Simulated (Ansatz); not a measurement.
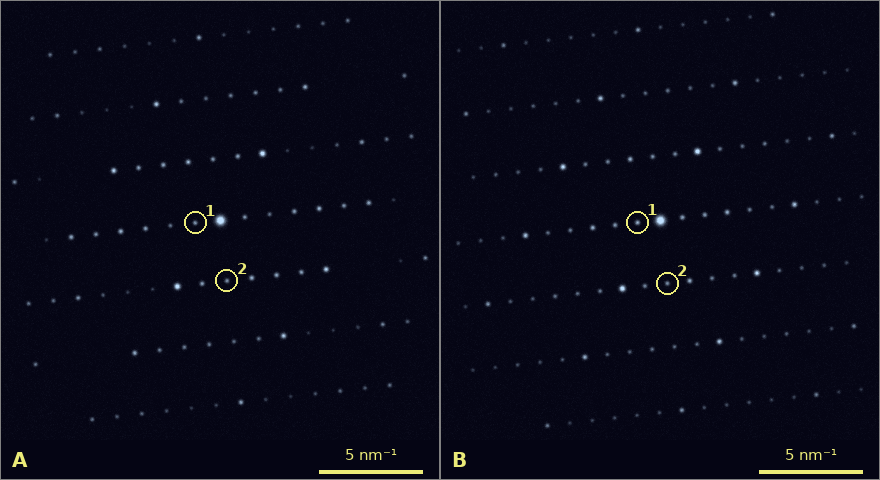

Kinematic electron diffraction patterns (120 kV, B = 0.5 Å², same scale) along [010] of the run's own cell, for the start and the end of one relaxation of AgBr3 with Ansatz 0.2.0, DFT, PAW plane waves, r2scan. k mesh 10×10×4. The start is a generated model structure, and the relaxation ends in the nearest stationary point of its symmetry, not necessarily the ground state. Spot 1 is 0 0 -1 and spot 2 is -1 0 0 in both.

Start structure:

```
CELL_PARAMETERS angstrom
3.72332 0.00000 0.00000
-1.86166 3.22449 0.00000
0.00000 0.00000 9.11811
ATOMIC_POSITIONS crystal
Br 0.00000 0.00000 0.00000
Br 0.33333 0.66667 0.33333
Br 0.66667 0.33333 0.66667
Ag 0.00000 0.00000 0.50000
```

Question: Which pattern belongs to the start structure, and which to the relaxed one?

Answer: B is the start: its cell gives d(1) = 9.118 Å, d(2) = 3.224 Å and an angle of 90.0°. A is the relaxed structure, with d(1) = 8.242 Å (-9.6 %), d(2) = 3.363 Å (+4.3 %) and 90.0°.

Question: Name reflections whose intensity changes strongly on relaxation.

Answer: 1 0 -5, 1 0 -6, 2 0 5 fade out of sight; 1 0 6 goes from 2.6 to 12 % of the strongest spot; 0 0 4 goes from 6.8 to 24 % of the strongest spot; 0 0 2 goes from 14 to 4.9 % of the strongest spot.

Question: Summarise the relaxation behind the change.

Answer: The volume changed by -1.7 % to 26.91 Å³ an atom; with the mean shift removed, the atoms moved by up to 0.21 Å relative to the cell (Br most); the space group stayed P-3m1 (No. 164); the free energy fell by 54 meV an atom. Relaxed cell: a = 3.883 Å, b = 3.883 Å, c = 8.242 Å, α = 90.00°, β = 90.00°, γ = 120.00°.
